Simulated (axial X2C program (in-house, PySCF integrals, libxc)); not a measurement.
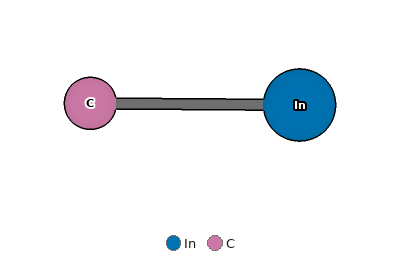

*The molecule at the reference distance of 2.209 Å.*

Relativistic diatomic calculation for InC

InC, single determinant with Ω = 3/2. Computed at this level: M06, two-component X2C with atomic mean-field Coulomb and Gaunt terms, In dyall-cv3z, C dyall-v3z (cores contracted) (axial X2C program (in-house, PySCF integrals, libxc)).

## Log
```
two-component X2C + atomic mean field  M06
basis functions 171  fitting functions 906  grid points 5081
iter        total energy     max residual
   1      -5916.587345198     1.77e-01
   2      -5916.594479389     3.91e-03
   3      -5916.594604015     3.57e-03
   4      -5916.594659277     1.88e-03
   5      -5916.594665210     4.24e-04
   6      -5916.594667571     3.68e-04
   7      -5916.594667912     5.59e-05
   8      -5916.594667988     3.92e-05
   9      -5916.594668013     1.34e-05
  10      -5916.594668016     5.78e-06
converged
one-electron -8278.11711823  Coulomb 2461.02477544  exact exchange -44.18787478  xc functional -122.46610187  nuclear repulsion 70.42919874  atomic mean-field constant -3.27754730
```

## The points of the curve

```csv
R (Å),E (hartree),"dipole (D; origin at the first atom, positive when the second is positive)",highest filled (eV),lowest empty (eV)
1.922,−5916.572742,−1.70,−5.82,−3.06
2.010,−5916.585266,−2.00,−5.88,−2.93
2.076,−5916.590742,−2.25,−5.92,−2.85
2.143,−5916.593680,−2.51,−5.94,−2.79
2.209,−5916.594668,−2.78,−5.95,−2.74
2.286,−5916.593953,−3.10,−5.95,−2.70
2.364,−5916.591760,−3.43,−5.93,−2.68
2.463,−5916.587462,−3.84,−5.79,−2.67
2.584,−5916.580812,−4.34,−5.57,−2.69
2.761,−5916.569904,−5.03,−5.29,−2.75
```

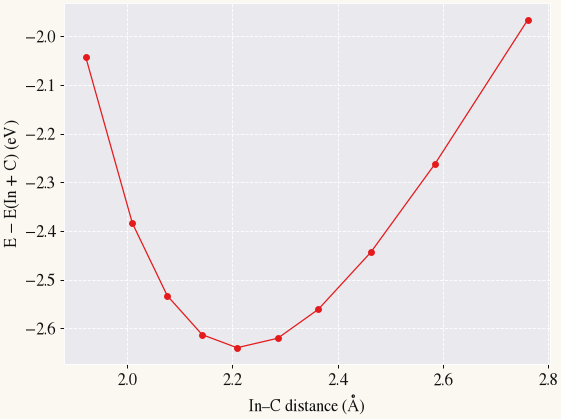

*Energy at 10 bond lengths, for one set of occupations held fixed; the line joins the points.*

A polynomial of degree 6 through 9 points gives rₑ = 2.217 Å, ωₑ = 473.4 cm⁻¹, ωₑxₑ = 2.8 cm⁻¹ and Bₑ = 0.3158 cm⁻¹. The minimum lies 2.64 eV below In + C, each computed as one determinant at the same level.

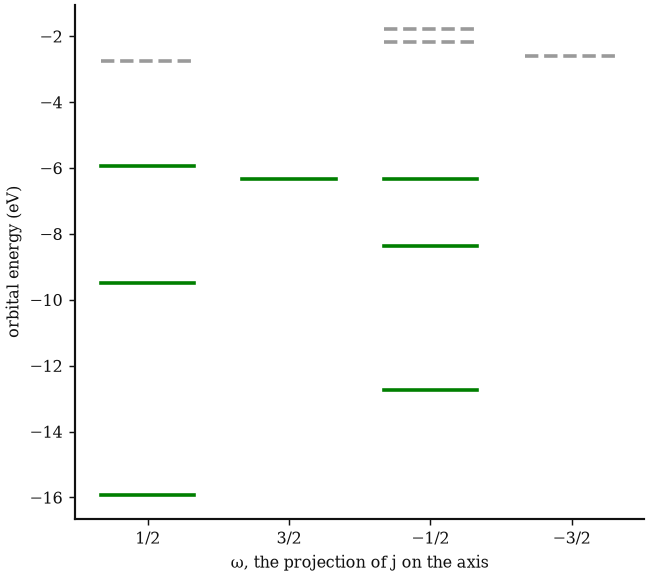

*Orbital energies near the frontier at 2.21 Å, filled (solid) and empty (dashed).*

The highest filled spinor (1/2; 49 % C p, 27 % In p) lies at −5.95 eV, the lowest empty one (1/2; 74 % In p, 25 % C p) at −2.74 eV.

## Input
```
{"zs": [49, 6], "q": 0, "bas": ["dyall-cv3z", "dyall-v3z"], "levels": ["PBE0", "HF", "M06"], "cc": true, "r0": 2.03, "thr": -1.0, "nmax": 90, "npts": 10, "nst": 2, "ntry": 6}
```

The line is the task of a batch: nuclear charges, charge, bases, the levels to run, a first guess of the distance and further settings. This report covers M06 with spin-orbit coupling. The log is that of the reference distance 2.209 Å.

The run was one of a batch that the task file lists, launched with:
```bash
python <driver script> task.json out
```

## Key numbers

- outcome: converged
- bond length rₑ: 2.217 Å
- ωₑ: 473.4 cm⁻¹
- energy at the minimum: −5916.59468 hartree
- depth below the fragments: 2.64 eV
- hardware: 1 thread of AMD EPYC (Zen 4), 24 GiB of memory available, shared host
- wall time: 9.7 s
- peak memory: 0.49 GiB
